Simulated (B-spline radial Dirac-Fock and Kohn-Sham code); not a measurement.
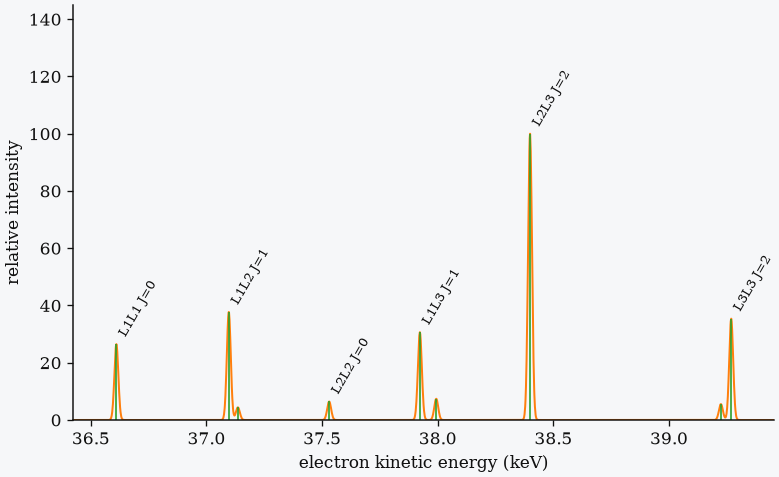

**Figure.** The Auger multiplet of a K hole with both final holes in L123, lines labelled by the leading pair of holes and J, broadened by 20 eV full width. Kinetic energies count from the vacuum level; very weak lines are left out. Lines are named by their largest jj component, which in light atoms can differ from the customary names. It refers to neutral Ho ([Xe] 4f10 5d1 6s2), which is not the ground configuration. Method: Dirac–Fock ΔSCF energies in intermediate coupling of the two holes, Coulomb rates, valence shells as spectators (computed with a B-spline radial atomic code). The Auger rates hold no Breit term, so K-L1L2 is up to 30 % low in heavy atoms.

The strongest line is K-L2L3 J=2 at 38.399 keV (39 % of the multiplet), followed by K-L1L2 J=1 at 37.097 keV (15 %), K-L3L3 J=2 at 39.269 keV (14 %), K-L1L3 J=1 at 37.923 keV (12 %). The lines shown span 36.61 keV to 39.27 keV.
